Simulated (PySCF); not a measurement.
**BH2Cl (SMILES BCl) at BCCD(T)/STO-3G**

Aim: the energy change on altering one bond length of BH2Cl at BCCD(T)/STO-3G, from 2 runs. 

The results are computed with PySCF 2.14.0.

10 further runs of the same task are left out: 10 set aside as unsound or not needed.

**1. The system as given**

The species is BH2Cl (4 atoms), meant as a singlet with charge 0. SMILES: `BCl`. Geometry: relaxed at PBE0-D4/def2-TZVP.

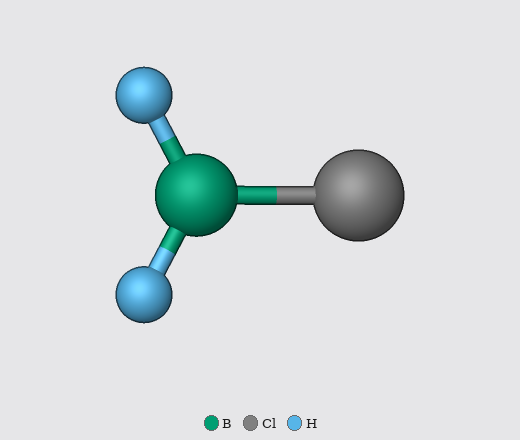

Viewed from a chosen angle; boron teal, chlorine grey, hydrogen blue.

**2. A single-point energy at BCCD(T)/STO-3G**

The input, job.py:

```python
from pyscf import gto, scf, cc
from pyscf.cc.bccd import bccd_kernel_

mol = gto.Mole()
mol.atom = '''
B     -0.116700     0.021700    -0.075300
Cl     1.365000    -0.395300     0.721200
H     -1.106200    -0.559500     0.240400
H     -0.086600     0.872800    -0.906600
'''
mol.verbose = 3
mol.max_memory = 1860
mol.basis = 'sto-3g'
mol.build()

myscf = scf.RHF(mol)
myscf.conv_tol = 1e-10
myscf.kernel()
if not myscf.converged:
    myscf = myscf.newton().run(myscf.mo_coeff, myscf.mo_occ)

mycc = cc.CCSD(myscf, frozen=6).run()
mycc = bccd_kernel_(mycc, diis=True)
e_t = mycc.ccsd_t()
e_tot = mycc.e_tot + e_t
print('Final energy', e_tot)
```

Launch:

```sh
$ OMP_NUM_THREADS=1 python job.py
```

Standard output:

```text
converged SCF energy = -480.128634949021
E(CCSD) = -480.1879175396713  E_corr = -0.05928259064981139
BCCD loop starts.

[... 20 lines left out ...]
CCSD converged
[... 22 lines left out ...]
CCSD converged
[... 20 lines left out ...]
CCSD converged
[... 3 lines left out ...]
******** <class 'pyscf.cc.ccsd.CCSD'> ********
CC2 = 0
CCSD nocc = 6, nmo = 10
frozen orbitals 6
max_cycle = 50
direct = 0
conv_tol = 1e-07
conv_tol_normt = 1e-05
diis_space = 6
diis_start_cycle = 0
diis_start_energy_diff = 1e+09
Init E_corr(CCSD) = -0.0610606379165478
cycle = 1  E_corr(CCSD) = -0.061060570237675  dE = 6.76788727e-08  norm(t1,t2) = 1.04812e-05
cycle = 2  E_corr(CCSD) = -0.0610606178498859  dE = -4.76122108e-08  norm(t1,t2) = 2.19592e-06
CCSD converged
E(CCSD) = -480.1874780272319  E_corr = -0.06106061784988588
BCC iter:    3  E:    -480.187478027232  dE:   -5.988e-08  |t1|:    9.746e-07
CCSD(T) correction = -0.00183808395395813
Final energy -480.18931611118563
```

Wall time 0.89 s (1 thread of Arm Neoverse V1, shared host); peak memory 0.1 GiB.

**3. The distorted shape at the same level**

The input, calc.py:

```python
from pyscf import gto, cc
from pyscf.cc.bccd import bccd_kernel_

mol = gto.M(
    atom='''
B     -1.620546     0.435019    -0.894885
Cl     2.579476    -0.747009     1.362870
H     -3.490430    -0.663290    -0.298299
H     -1.563665     2.043365    -2.465815
''',
    verbose=3,
    basis='sto-3g',
    max_memory=1860,
    unit='bohr',
)

calc0 = mol.RHF()
calc0.conv_tol = 1e-10
calc0.kernel()
if not calc0.converged:
    calc0 = calc0.newton().run(calc0.mo_coeff, calc0.mo_occ)

mycc = cc.CCSD(calc0, frozen=6).run()
mycc = bccd_kernel_(mycc, diis=True)
e_t = mycc.ccsd_t()
e_final = mycc.e_tot + e_t
print(f'total energy: {e_final:.8f} hartree')
```

Launch:

```sh
$ OMP_NUM_THREADS=1 python calc.py
```

Standard output:

```text
converged SCF energy = -479.978643943907
E(CCSD) = -480.0602446775064  E_corr = -0.08160073359892948
BCCD loop starts.

[... 24 lines left out ...]
CCSD converged
[... 25 lines left out ...]
CCSD converged
[... 21 lines left out ...]
CCSD converged
[... 3 lines left out ...]
******** <class 'pyscf.cc.ccsd.CCSD'> ********
CC2 = 0
CCSD nocc = 6, nmo = 10
frozen orbitals 6
max_cycle = 50
direct = 0
conv_tol = 1e-07
conv_tol_normt = 1e-05
diis_space = 6
diis_start_cycle = 0
diis_start_energy_diff = 1e+09
Init E_corr(CCSD) = -0.0881170084851489
cycle = 1  E_corr(CCSD) = -0.0881130619629039  dE = 3.94652224e-06  norm(t1,t2) = 4.2941e-05
cycle = 2  E_corr(CCSD) = -0.0881151226156592  dE = -2.06065276e-06  norm(t1,t2) = 1.06666e-05
cycle = 3  E_corr(CCSD) = -0.0881148017671205  dE = 3.20848539e-07  norm(t1,t2) = 5.91726e-06
cycle = 4  E_corr(CCSD) = -0.0881149374523951  dE = -1.35685275e-07  norm(t1,t2) = 2.27608e-06
cycle = 5  E_corr(CCSD) = -0.0881149518191315  dE = -1.43667364e-08  norm(t1,t2) = 1.29289e-06
CCSD converged
E(CCSD) = -480.059857546298  E_corr = -0.08811495181913145
BCC iter:    3  E:    -480.059857546298  dE:   -6.594e-07  |t1|:    1.829e-06
CCSD(T) correction = -0.00207292719209193
total energy: -480.06193047 hartree
```

It took 1.1 s on 1 thread of Arm Neoverse V1, shared host; peak memory 0.12 GiB.

**4. What came out**

Level: BCCD(T)/STO-3G, 6 core orbitals frozen.

| quantity | value |
| --- | --- |
| first shape: total energy | -480.18932 Eh |
| first shape: correlation energy (6 core orbitals frozen) | -60.7 mEh |
| first shape: (T) correction | -1.84 mEh |
| distorted shape: total energy | -480.06193 Eh |
| distorted shape: correlation energy (6 core orbitals frozen) | -83.3 mEh |
| distorted shape: (T) correction | -2.07 mEh |
| energy change with the B1–Cl2 bond stretched from 1.733 to 2.600 Å | 3.466 eV |

With the B1–Cl2 bond stretched from 1.733 to 2.600 Å the energy rises by 3.47 eV (334 kJ/mol). The first shape isn't relaxed at this level, so the change isn't measured from a minimum. The minimal basis adds a large error of its own. The triples (first shape) make up 3.0 % of the correlation energy. The triples (distorted shape) make up 2.5 % of the correlation energy.
